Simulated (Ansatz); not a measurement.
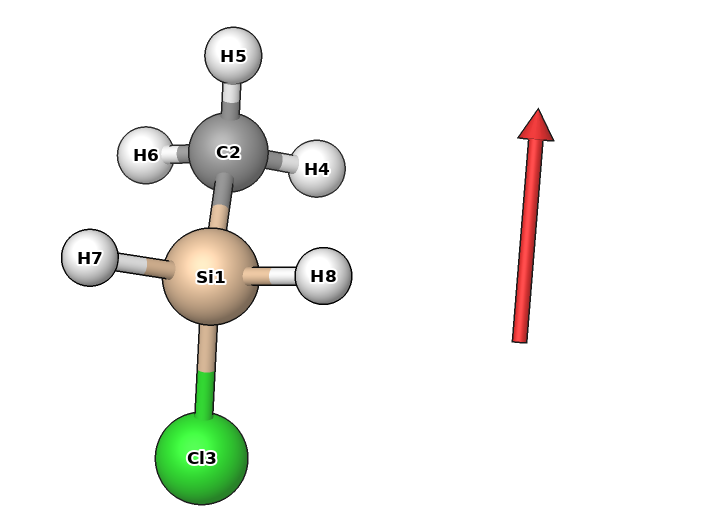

The arrow beside the molecule shows the direction of the dipole moment, from the negative to the positive end (its length means nothing). The computed structure is the end point of a PBE0-D4/def2-TZVP optimisation. No frequency run is at hand to confirm it as a minimum. Level of theory: RKS PBE0-D4/def2-TZVP (Ansatz 0.2.0).

**How large is the dipole moment?**

1.87 D; it points from the side of Cl3 to the side of H5 (the outermost atoms at the two ends).
